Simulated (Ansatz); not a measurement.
Rutile MnF2 was calculated with r²SCAN-D4 (Ansatz, a program for electronic structure, PAW).

Run with plane-wave cutoff 560 eV, 8×8×10 k mesh (along the axes of the cell as run), Fermi–Dirac smearing 0.01 eV, spin-polarised with opposed moments, scalar-relativistic PAW data made under PBE.

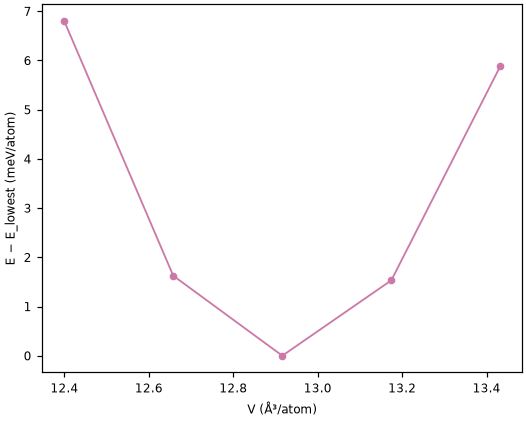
Total energy against volume

### Question
From the curve, estimate the equilibrium volume and the bulk modulus.

### Answer
V0 ≈ 12.9 Å³/atom and B0 ≈ 98 GPa; the fit gives V0 = 12.915 Å³/atom, B0 = 98.0 GPa, B′ = 4.7.

Shape and atoms are relaxed at each volume.

Note: without U or exact exchange, gaps and moments of open d shells tend to come out too small; the bulk modulus comes from volumes at which shape and atoms were relaxed.

The result took about 50 core-minutes (a rough figure).
